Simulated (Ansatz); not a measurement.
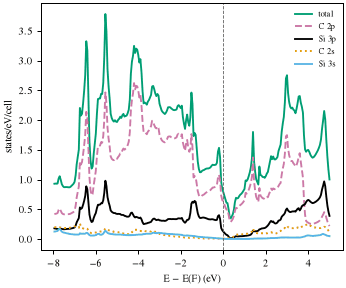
Total and projected density of states of SiC₂ in space group P4_2/mmc (No. 131; Si on 2e, C on 4i), plane-wave PAW PBEsol (Ansatz code)

Question: Which orbitals carry the states next to the Fermi level?

Answer: Within 0.5 eV of the Fermi level: C 2p 74 %, Si 3p 20 %. Projections are on Löwdin-orthogonalised atomic valence shells; empty p or d shells of many metals are not among them.

Question: Where is the tallest occupied peak in this window, and what makes it?

Answer: Near -5.5 eV, about 3.8 states/eV per cell; the largest projected share is C 2p.

The start of the workflow was typed in or built on a structure type; neither database checked (COD, Materials Project) lists it. Its standing as an ambient phase is unchecked. Symmetry was held in the PBEsol relaxation; its stability against distortions is not shown here. Its formation energy is positive at this level, so the cell may be metastable or incomplete.

Potentials: the earlier of the program's two PAW sets. The files were generated under PBE; for other functionals the program regenerates the frozen cores, and for LDA and PBEsol the local potential too.
